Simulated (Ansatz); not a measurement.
**Geometry relaxation of C₃H₇BS (part 1 of 2)**

The run: geometry relaxation of C₃H₇BS. Method and program: RKS PBE0-D4/def2-SVP (Ansatz 0.2.0).

It belongs to a series of runs on one base structure; here: end point A relaxed. Figures and captions count atoms from 1; the log counts them from 0 in places.

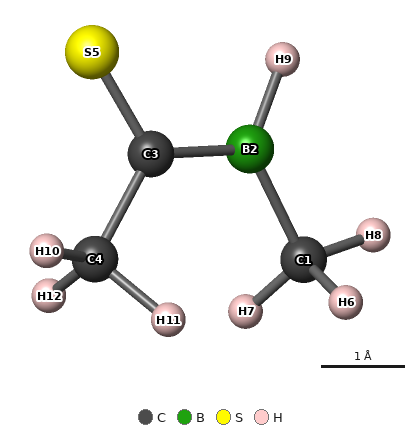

**Figure 1.** The input geometry (ball-and-stick view, seen at a tilt; atoms are numbered from 1 in the order of the input). Bond lengths as drawn: B–C 1.56 to 1.58 Å, B–H 1.23 Å, C–C 1.51 Å, C–H 1.04 to 1.17 Å and C–S 1.46 Å.

### The input
```yaml
crystal:
  periodic: [false, false, false]
  atoms:
    - { symbol: C, position_ang: [-1.515, -0.3815, 0.5593] }
    - { symbol: B, position_ang: [-0.3751, 0.6661, 0.8575] }
    - { symbol: C, position_ang: [0.9289, 0.6553, 0.0061] }
    - { symbol: C, position_ang: [1.2515, -0.3593, -1.0654] }
    - { symbol: S, position_ang: [2.0474, 1.4971, 0.4137] }
    - { symbol: H, position_ang: [-1.9493, -0.1385, -0.478] }
    - { symbol: H, position_ang: [-1.1738, -1.3799, 0.6316] }
    - { symbol: H, position_ang: [-2.3446, -0.1607, 1.2714] }
    - { symbol: H, position_ang: [-0.4899, 1.4449, 1.8002] }
    - { symbol: H, position_ang: [2.0103, -0.0799, -1.7195] }
    - { symbol: H, position_ang: [0.251, -0.475, -1.6585] }
    - { symbol: H, position_ang: [1.4357, -1.3437, -0.5845] }
basis:
  gaussian: { orbitals: def2-SVP }
hamiltonian:
  xc: pbe0
  dispersion: d4
relax:
  f_tol: 0.02
  max_steps: 50
output:
  orbitals: {}
```

Run on 2 threads of Intel Xeon (Sapphire Rapids), 16 GiB of memory available, shared host.

Run as:
```bash
ansatz run input.yaml --threads 2 --pin off --max-ram 3072MiB --backend cpu --events-out ev --progress --plain --runs-dir out
```

### Log
```
The last accepted step is kept in [file] (removed where the run ends without a failure and the disk answers)
Engine: ansatz 0.2.0, x86_64-unknown-linux-gnu
Functional definition: PBE0
  parameter a = 0.25
  parameter kappa = 0.804
  parameter beta = 0.06672455060314922
  exchange = (1 - a)*pbe_x(kappa = kappa, mu = beta*pi^2/3) + a*exact_x
  correlation = pbe_c(beta = beta)
1221 factors; integrals over basis functions are off by at most 3.6e-4 eV
mean field evaluation 1: about -14710.9905 eV, gradient 5.9e1 eV
mean field evaluation 2: about -14703.6899 eV, gradient 7.7e1 eV
mean field evaluation 4: about -14719.5656 eV, gradient 4.1e0 eV
mean field evaluation 8: about -14719.6453 eV, gradient 4.0e-2 eV
mean field evaluation 16: about -14719.6453 eV, gradient 1.8e-5 eV
mean field -14719.64531142 eV, -540.9369878607 hartree, gradient 1.8e-5 eV, S^2 0.000000; 0 other end points of the search recorded, 0 dependent functions left out
the calculation of the forces begins
reference -14719.64533716 eV, -540.9369888066 hartree; 23, 23 occupied and 86, 86 virtual orbitals, 1221 factors
relax step   1: F+E_penalty+E_count = -14719.86371703 eV  Δ(F+E_penalty+E_count) = +0.000e0 eV  max|allowed force component| = 8.871e0 eV/Å  Δτ_max = 0.0000 Å  (28 SCF iters, accepted)
these checks for a lower state are left out or cut short: starts, cluster_reference, orbital_swaps, neighbouring_geometries, increment
1221 factors; integrals over basis functions are off by at most 3.1e-4 eV
mean field -14720.81741507 eV, -540.9800618755 hartree, gradient 2.0e-5 eV, S^2 0.000000; 0 other end points of the search recorded, 0 dependent functions left out
[... from here on the field's lines of each further geometry are left out, up to the last ...]
relax step   2: F+E_penalty+E_count = -14721.03149487 eV  Δ(F+E_penalty+E_count) = -1.168e0 eV  max|allowed force component| = 3.076e0 eV/Å  Δτ_max = 0.1489 Å  (33 SCF iters, accepted)
relax step   3: F+E_penalty+E_count = -14721.19804396 eV  Δ(F+E_penalty+E_count) = -1.665e-1 eV  max|allowed force component| = 1.606e0 eV/Å  Δτ_max = 0.1773 Å  (32 SCF iters, accepted)
relax step   4: F+E_penalty+E_count = -14721.25711538 eV  Δ(F+E_penalty+E_count) = -5.907e-2 eV  max|allowed force component| = 4.227e-1 eV/Å  Δτ_max = 0.0760 Å  (33 SCF iters, accepted)
relax step   5: F+E_penalty+E_count = -14721.28661726 eV  Δ(F+E_penalty+E_count) = -2.950e-2 eV  max|allowed force component| = 1.076e-1 eV/Å  Δτ_max = 0.1908 Å  (32 SCF iters, accepted)
relax step   6: F+E_penalty+E_count = -14721.31150924 eV  Δ(F+E_penalty+E_count) = -2.489e-2 eV  max|allowed force component| = 4.609e-1 eV/Å  Δτ_max = 0.1969 Å  (32 SCF iters, accepted)
relax step   7: F+E_penalty+E_count = -14721.32980030 eV  Δ(F+E_penalty+E_count) = -1.829e-2 eV  max|allowed force component| = 7.644e-1 eV/Å  Δτ_max = 0.1995 Å  (32 SCF iters, accepted)
relax step   8: F+E_penalty+E_count = -14721.36827891 eV  Δ(F+E_penalty+E_count) = -3.848e-2 eV  max|allowed force component| = 9.078e-1 eV/Å  Δτ_max = 0.1346 Å  (33 SCF iters, accepted)
relax step   9: F+E_penalty+E_count = -14721.42296574 eV  Δ(F+E_penalty+E_count) = -5.469e-2 eV  max|allowed force component| = 8.840e-1 eV/Å  Δτ_max = 0.1923 Å  (31 SCF iters, accepted)
relax step  10: F+E_penalty+E_count = -14721.48970372 eV  Δ(F+E_penalty+E_count) = -6.674e-2 eV  max|allowed force component| = 6.599e-1 eV/Å  Δτ_max = 0.2000 Å  (31 SCF iters, accepted)
relax step  11: F+E_penalty+E_count = -14721.55952787 eV  Δ(F+E_penalty+E_count) = -6.982e-2 eV  max|allowed force component| = 4.346e-1 eV/Å  Δτ_max = 0.2000 Å  (30 SCF iters, accepted)
relax step  12: F+E_penalty+E_count = -14721.60767010 eV  Δ(F+E_penalty+E_count) = -4.814e-2 eV  max|allowed force component| = 4.918e-1 eV/Å  Δτ_max = 0.1917 Å  (30 SCF iters, accepted)
relax step  13: F+E_penalty+E_count = -14721.63755549 eV  Δ(F+E_penalty+E_count) = -2.989e-2 eV  max|allowed force component| = 2.993e-1 eV/Å  Δτ_max = 0.0759 Å  (31 SCF iters, accepted)
relax step  14: F+E_penalty+E_count = -14721.66671791 eV  Δ(F+E_penalty+E_count) = -2.916e-2 eV  max|allowed force component| = 4.222e-1 eV/Å  Δτ_max = 0.1947 Å  (31 SCF iters, accepted)
relax step  15: F+E_penalty+E_count = -14721.68364998 eV  Δ(F+E_penalty+E_count) = -1.693e-2 eV  max|allowed force component| = 3.052e-1 eV/Å  Δτ_max = 0.1128 Å  (31 SCF iters, accepted)
relax step  16: F+E_penalty+E_count = -14721.68680864 eV  Δ(F+E_penalty+E_count) = -3.159e-3 eV  max|allowed force component| = 2.112e-1 eV/Å  Δτ_max = 0.2000 Å  (31 SCF iters, accepted)
relax step  17: F+E_penalty+E_count = -14721.67316926 eV  Δ(F+E_penalty+E_count) = +1.364e-2 eV  max|allowed force component| = 4.568e-1 eV/Å  Δτ_max = 0.1138 Å  (30 SCF iters, rejected (line search))
relax step  18: F+E_penalty+E_count = -14721.69418223 eV  Δ(F+E_penalty+E_count) = -7.374e-3 eV  max|allowed force component| = 7.815e-2 eV/Å  Δτ_max = 0.0543 Å  (32 SCF iters, accepted)
relax step  19: F+E_penalty+E_count = -14721.69481607 eV  Δ(F+E_penalty+E_count) = -6.338e-4 eV  max|allowed force component| = 5.494e-2 eV/Å  Δτ_max = 0.1000 Å  (31 SCF iters, accepted)
relax step  20: F+E_penalty+E_count = -14721.44805890 eV  Δ(F+E_penalty+E_count) = +2.468e-1 eV  max|allowed force component| = 1.995e0 eV/Å  Δτ_max = 0.1435 Å  (31 SCF iters, rejected (line search))
relax step  21: F+E_penalty+E_count = -14721.69500673 eV  Δ(F+E_penalty+E_count) = -1.907e-4 eV  max|allowed force component| = 1.565e-1 eV/Å  Δτ_max = 0.0193 Å  (32 SCF iters, accepted)
the calculation of the forces begins
reference -14721.47928346 eV, -541.0043850902 hartree; 23, 23 occupied and 86, 86 virtual orbitals, 1221 factors
relax step  22: F+E_penalty+E_count = -14721.69581605 eV  Δ(F+E_penalty+E_count) = -8.093e-4 eV  max|allowed force component| = 1.856e-2 eV/Å  Δτ_max = 0.0136 Å  (27 SCF iters, accepted)
```

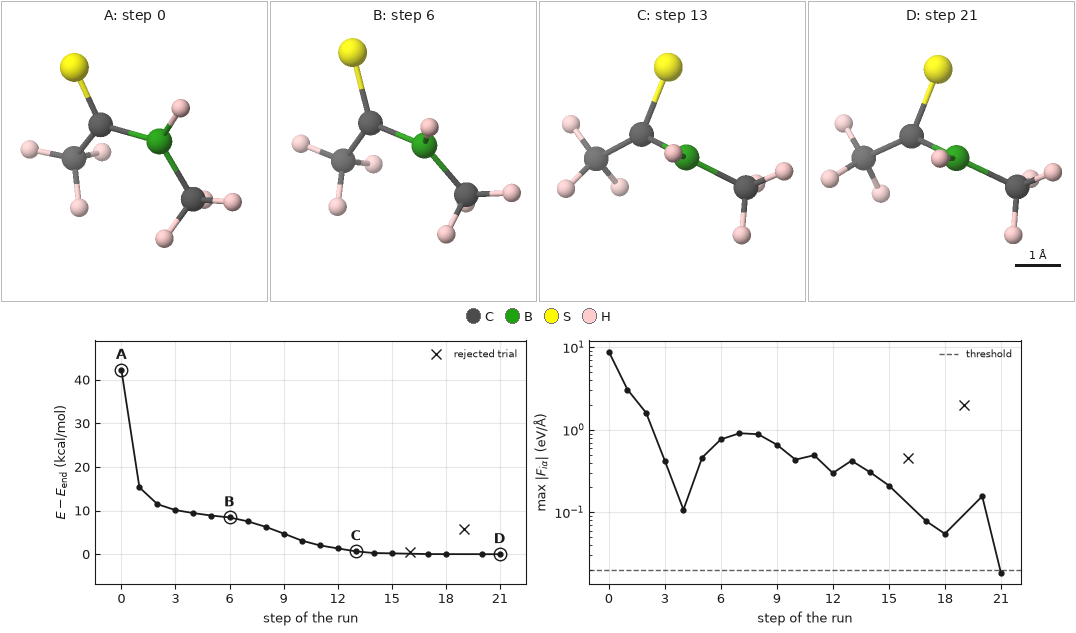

**Figure 2.** Frames of the relaxation (ball-and-stick view, seen at a tilt) above the curves, on which the letters mark them (the first geometry is step 0 here and step 1 in the log).

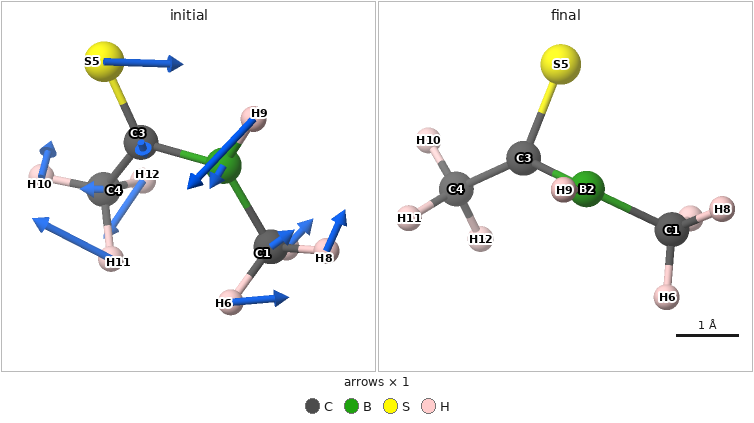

**Figure 3.** Before (left) and after (right) the relaxation, at one scale (ball-and-stick view, seen at a tilt). The blue arrows give the displacements, at true length. The energy falls by 42.2 kcal/mol in 21 geometry steps. The largest force component goes from 8.9 to 0.019 eV/Å. The line search rejected the trial steps at points 16, 19 (counted from 0) and went back. H9 moves most after the best rigid fit: 1.62 Å. By element the largest moves are H 1.62 Å, S 1.35 Å, C 0.48 Å, B 0.44 Å. Among the contacts that change: C3–S5 1.458 → 1.638 Å, C4–H11 1.169 → 1.104 Å, C4–H10 1.040 → 1.099 Å, C1–H6 1.151 → 1.106 Å. Among the angles that change: B2–C3–S5 119.0° → 90.0°, B2–C3–C4 124.8° → 140.8°, C4–C3–S5 115.0° → 129.3°. (Atoms are counted from 1 in the order of the input.)

```
1221 factors; integrals over basis functions are off by at most 5.8e-4 eV
mean field -14721.47925688 eV, -541.0043841133 hartree, gradient 1.4e-5 eV, S^2 0.000000; 1 other end points of the search recorded, 0 dependent functions left out
the calculation of the forces begins
reference -14721.47928346 eV, -541.0043850902 hartree; 23, 23 occupied and 86, 86 virtual orbitals, 1221 factors
Total energy: -14721.69584264 eV, -541.0123434931 hartree
Atom 0 at    -1.506664    -0.411412     1.095565 Å, force    -0.006289     0.009809     0.004856 eV/Å
Atom 1 at    -0.538834     0.669559     0.473347 Å, force     0.000815    -0.000473    -0.009940 eV/Å
Atom 2 at     0.823625     0.305495    -0.149570 Å, force     0.013442    -0.006861     0.008185 eV/Å
Atom 3 at     1.408079    -0.176141    -1.411732 Å, force    -0.018564    -0.007993    -0.005083 eV/Å
Atom 4 at     1.565400     0.660886     1.267345 Å, force     0.004332     0.006416     0.005885 eV/Å
Atom 5 at    -2.326327    -0.591073     0.375639 Å, force    -0.003609     0.000049     0.000732 eV/Å
Atom 6 at    -1.027162    -1.378482     1.307921 Å, force     0.004610    -0.001096    -0.002560 eV/Å
Atom 7 at    -1.982310    -0.042676     2.017600 Å, force    -0.005323    -0.004367     0.000252 eV/Å
Atom 8 at    -0.913198     1.815799     0.324712 Å, force     0.003293    -0.006864     0.001765 eV/Å
Atom 9 at     2.499090    -0.300398    -1.363057 Å, force    -0.001548     0.009147     0.000058 eV/Å
Atom 10 at     1.142615     0.527736    -2.219333 Å, force     0.007577    -0.005271    -0.002716 eV/Å
Atom 11 at     0.932785    -1.134393    -1.684537 Å, force     0.001264     0.007502    -0.001435 eV/Å
Dipole moment:     0.094452    -0.222156    -0.422509 e Å
```

### Trajectory as extended XYZ (Å, eV, eV/Å), 9 of the 22 frames kept, from step=1 to step=22
```
12
Properties=species:S:1:pos:R:3:forces:R:3 step=1 energy=-14719.86372
C    -1.5150   -0.3815    0.5593   -1.4627   3.0186  -0.2203
B    -0.3751    0.6661    0.8575   -1.0860  -0.5788   0.0783
C     0.9289    0.6553    0.0061   -6.1276  -6.3137  -3.1223
C     1.2515   -0.3593   -1.0654   -5.1558  -1.3092   0.4114
S     2.0474    1.4971    0.4137    8.8711   7.5097   3.7188
H    -1.9493   -0.1385   -0.4780    0.6859  -0.5963   1.0127
H    -1.1738   -1.3799    0.6316    0.3267  -1.6311  -0.1466
H    -2.3446   -0.1607    1.2714    0.2394  -0.6162  -0.2881
H    -0.4899    1.4449    1.8002    0.1926  -0.0974  -0.4921
H     2.0103   -0.0799   -1.7195    1.8021   0.6473  -1.1735
H     0.2510   -0.4750   -1.6585    1.6567  -0.2525   0.4900
H     1.4357   -1.3437   -0.5845    0.0576   0.2197  -0.2683
```
